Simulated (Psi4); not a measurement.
# B3LYP/6-31G(d) (Cartesian functions) run of BNH3Cl (SMILES NBCl)

What is the vertical electron affinity of BNH3Cl at B3LYP/6-31G* (Cartesian functions)? 

Program for the calculation: Psi4 1.11.

**1. Starting point**

The species is BNH3Cl (6 atoms), meant as a singlet with charge 0. As SMILES, `NBCl`. Geometry: relaxed at PBE0-D4/def2-TZVP.

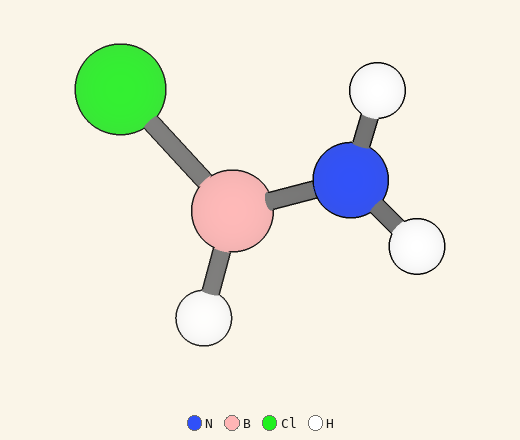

Viewed from a chosen angle; nitrogen blue, boron pink, chlorine green, hydrogen white.

**2. Energy and forces at B3LYP/6-31G(d) (Cartesian functions)**

The input, bclh3n.json:

```json
{
  "schema_name": "qcschema_input",
  "schema_version": 1,
  "molecule": {
    "schema_name": "qcschema_molecule",
    "schema_version": 2,
    "symbols": ["N", "B", "Cl", "H", "H", "H"],
    "geometry": [-0.74757565, -0.01473986, -1.24343979, 0.69844278, -0.30027748, 0.91406053, 1.00136587, 2.24745128, 3.05379742, -0.96716183, -1.41597179, -2.50691068, -1.66031337, 1.59587371, -1.67845474, 1.75517762, -2.23346731, 1.37401987],
    "molecular_charge": 0,
    "molecular_multiplicity": 1,
    "fix_symmetry": "c1"
  },
  "driver": "gradient",
  "model": {
    "method": "b3lyp",
    "basis": "6-31G*"
  },
  "keywords": {
    "puream": false,
    "e_convergence": 1e-09,
    "d_convergence": 1e-08,
    "scf_type": "pk",
    "dft_radial_points": 99,
    "dft_spherical_points": 590
  }
}
```

Launch:

```
$ psi4 --qcschema bclh3n.json -n 1 --memory 2200MB
```

stdout:

```text
[...]
  Running in c1 symmetry.
[...]
  Nuclear repulsion =   85.398153575896458
[...]
  Multiplicity = 1
[...]
  Nalpha       = 16
  Nbeta        = 16
[...]
    Number of basis functions: 55
[...]
   @RKS iter   1:  -541.47828307228667   -1.66055e-01   1.26172e-02 ADIIS/DIIS
[...]
   @RKS iter  11:  -541.69042871430702   -5.68434e-13   2.69799e-09 DIIS
[...]
    Orbital Energies [Eh]
    ---------------------
    Doubly Occupied:
       1A   -101.524360     2A    -14.348721     3A     -9.443010
       4A     -7.204109     5A     -7.198984     6A     -7.197705
       7A     -6.789821     8A     -0.889090     9A     -0.814524
      10A     -0.535706    11A     -0.529440    12A     -0.427949
      13A     -0.367632    14A     -0.346866    15A     -0.298820
      16A     -0.290046
[...]
  @RKS Final Energy:  -541.69042871430702
   => Energetics <=
    Nuclear Repulsion Energy =             85.3981535758964583
    One-Electron Energy =                -914.5332626563623535
    Two-Electron Energy =                 320.0199169941285504
    DFT Exchange-Correlation Energy =     -32.5752366279696943
    Empirical Dispersion Energy =           0.0000000000000000
    VV10 Nonlocal Energy =                  0.0000000000000000
    Total Energy =                       -541.6904287143070178
[...]
 Multipole Moments:
 ------------------------------------------------------------------------------------
     Multipole            Electronic (a.u.)      Nuclear  (a.u.)        Total (a.u.)
 ------------------------------------------------------------------------------------
 L = 1.  Multiply by 2.5417464519 to convert [e a0] to [Debye]
 Dipole X            :          1.0120969           -1.5168329           -0.5047361
 Dipole Y            :          2.2249131           -2.5325794           -0.3076663
 Dipole Z            :          3.0798067           -4.0964306           -1.0166239
 Magnitude           :                                                    1.1759852
[...]
  -Total Gradient:
     Atom            X                  Y                   Z
    ------   -----------------  -----------------  -----------------
       1        0.000251828260     0.000074504885     0.000447467225
       2       -0.002765920240     0.006912491840     0.000013933623
       3       -0.000983616786    -0.006358316968    -0.005720619519
       4        0.000703914130     0.003410381056     0.003339381445
       5        0.002572145867    -0.003872829370     0.001668513597
       6        0.000217176545    -0.000170688300     0.000241191890
[...]
```

The result, in JSON:

```text
{
 "driver": "gradient",
 "model": {
  "method": "b3lyp",
  "basis": "6-31G*"
 },
 "success": true,
 "return_result": [0.00025182826045956966, 7.450488486431851e-05, 0.00044746722532729155, -0.0027659202404696492, 0.006912491840370974, 1.3933623364631442e-05, -0.0009836167856380647, -0.006358316967759597, -0.00572061951865574, 0.0007039141297828684, 0.0034103810558915315, 0.003339381444705053, 0.0025721458668227365, -0.003872829370410641, 0.001668513597044681, 0.00021717654497463434, -0.00017068830013206027, 0.00024119189031664157],
 "properties": {
  "calcinfo_nbasis": 55,
  "calcinfo_nmo": 55,
  "calcinfo_nalpha": 16,
  "calcinfo_nbeta": 16,
  "calcinfo_natom": 6,
  "nuclear_repulsion_energy": 85.39815357589646,
  "return_energy": -541.690428714307,
  "return_gradient": [0.00025182826045956966, 7.450488486431851e-05, 0.00044746722532729155, -0.0027659202404696492, 0.006912491840370974, 1.3933623364631442e-05, -0.0009836167856380647, -0.006358316967759597, -0.00572061951865574, 0.0007039141297828684, 0.0034103810558915315, 0.003339381444705053, 0.0025721458668227365, -0.003872829370410641, 0.001668513597044681, 0.00021717654497463434, -0.00017068830013206027, 0.00024119189031664157],
  "scf_one_electron_energy": -914.5332626563624,
  "scf_two_electron_energy": 320.01991699412855,
  "scf_xc_energy": -32.575236627969694,
  "scf_dipole_moment": [-0.5047360607591163, -0.30766627375812083, -1.0166239031694606],
  "scf_total_energy": -541.690428714307,
  "scf_total_gradient": [0.00025182826045956966, 7.450488486431851e-05, 0.00044746722532729155, -0.0027659202404696492, 0.006912491840370974, 1.3933623364631442e-05, -0.0009836167856380647, -0.006358316967759597, -0.00572061951865574, 0.0007039141297828684, 0.0034103810558915315, 0.003339381444705053, 0.0025721458668227365, -0.003872829370410641, 0.001668513597044681, 0.00021717654497463434, -0.00017068830013206027, 0.00024119189031664157],
  "scf_iterations": 11
 }
}
```

Run time: 12 s. Hardware: 1 thread of AMD EPYC 7R43 (Zen 3), shared host; peak memory 0.71 GiB.

**3. The doublet anion: the energy at UB3LYP/6-31G(d) (Cartesian functions)**

The input, bclh3n.dat:

```
memory 2.2 GB

molecule {
  -1 2
  N
  B 1 1.382693
  Cl 2 1.767892 1 119.71538
  H 1 1.005162 2 122.18092 3 179.98562
  H 1 1.006328 4 114.654 2 -179.99702
  H 2 1.190998 1 121.49681 4 -0.00695
  units angstrom
  symmetry c1
  no_reorient
  no_com
}

set {
  basis 6-31G*
  reference uks
  puream false
  e_convergence 1e-09
  d_convergence 1e-08
  scf_type pk
  dft_radial_points 99
  dft_spherical_points 590
  maxiter 100
}

result, w = energy('b3lyp', return_wfn=True)
oeprop(w, 'MULLIKEN_CHARGES', 'LOWDIN_CHARGES', 'DIPOLE')
```

Launch:

```
$ psi4 -i bclh3n.dat -o bclh3n.out -n 1
```

bclh3n.out, cut to the lines that bear on the results:

```text
[...]
  Running in c1 symmetry.
[...]
  Nuclear repulsion =   85.398168552901993
[...]
  Multiplicity = 2
[...]
  Nalpha       = 17
  Nbeta        = 16
[...]
    Number of basis functions: 55
[...]
   @UKS iter   1:  -541.20425659101659    1.07972e-01   1.57735e-02 DIIS/ADIIS
[...]
   @UKS iter  13:  -541.58183672457130   -6.82121e-13   3.95587e-09 DIIS
[...]
   @S^2 Observed:                7.531446130E-01
[...]
  @UKS Final Energy:  -541.58183672457130
   => Energetics <=
    Nuclear Repulsion Energy =             85.3981685529019927
    One-Electron Energy =                -922.6043270146435589
    Two-Electron Energy =                 328.4507118763723952
    DFT Exchange-Correlation Energy =     -32.8263901392021680
    Empirical Dispersion Energy =           0.0000000000000000
    VV10 Nonlocal Energy =                  0.0000000000000000
    Total Energy =                       -541.5818367245713034
  UHF NO Occupations:
  HONO-2 :   15  A 1.9997491
  HONO-1 :   16  A 1.9988886
[...]
 Multipole Moments:
 ------------------------------------------------------------------------------------
     Multipole            Electronic (a.u.)      Nuclear  (a.u.)        Total (a.u.)
 ------------------------------------------------------------------------------------
 L = 1.  Multiply by 2.5417464519 to convert [e a0] to [Debye]
 Dipole X            :          0.0000290           -0.0000795           -0.0000505
 Dipole Y            :         -3.8298956            3.1514198           -0.6784758
 Dipole Z            :          3.2428977           -3.9451271           -0.7022294
 Magnitude           :                                                    0.9764505
[...]
  Mulliken Charges: (a.u.)
   Center  Symbol    Alpha    Beta     Spin     Total
       1     N     3.89505  3.79927  0.09577 -0.69432
       2     B     3.09252  2.09284  0.99968 -0.18537
       3    CL     8.71797  8.72185 -0.00388 -0.43983
       4     H     0.37798  0.38678 -0.00880  0.23524
       5     H     0.37787  0.38640 -0.00853  0.23573
       6     H     0.53861  0.61286 -0.07425 -0.15146
   Total alpha = 17.00000, Total beta = 16.00000, Total charge = -1.00000
  Lowdin Charges: (a.u.)
   Center  Symbol    Alpha    Beta     Spin     Total
[...]
```

It took 16 s on 1 thread of AMD EPYC 7R43 (Zen 3), shared host; peak memory 0.71 GiB.

**4. Summary of results**

At B3LYP/6-31G* (Cartesian functions):

| quantity | value |
| --- | --- |
| singlet BNH3Cl: total energy | -541.69043 Eh |
| singlet BNH3Cl: dipole moment | 2.99 D |
| singlet BNH3Cl: HOMO energy | -7.89 eV |
| singlet BNH3Cl: LUMO energy | 0.46 eV |
| singlet BNH3Cl: HOMO–LUMO gap | 8.35 eV |
| singlet BNH3Cl: largest force on an atom | 0.443 eV/Å |
| doublet anion: total energy | -541.58184 Eh |
| doublet anion: HOMO energy (highest over α and β) | 5.54 eV |
| doublet anion: LUMO energy (lowest over α and β) | 7.68 eV |
| doublet anion: ⟨S²⟩ | 0.753 |
| vertical electron affinity (to the doublet anion) | -2.955 eV |

In words: The anion lies 2.95 eV (68 kcal/mol) above the neutral: the electron isn't bound at this level, and such a value depends on the basis. Without diffuse functions anions come out too high. The largest force (singlet BNH3Cl) is 0.44 eV/Å: the shape isn't a stationary point for this species at this level. With no_com the log's rotational constants are taken about the origin, not the centre of mass, so they aren't the molecule's. Mulliken charges (doublet anion) run from -0.69 on N1 to +0.24 on H5. The HOMO (doublet anion) lies at positive energy, 5.54 eV, from the functional's self-interaction, a short basis or an electron that isn't bound; only total energies against the neutral tell.
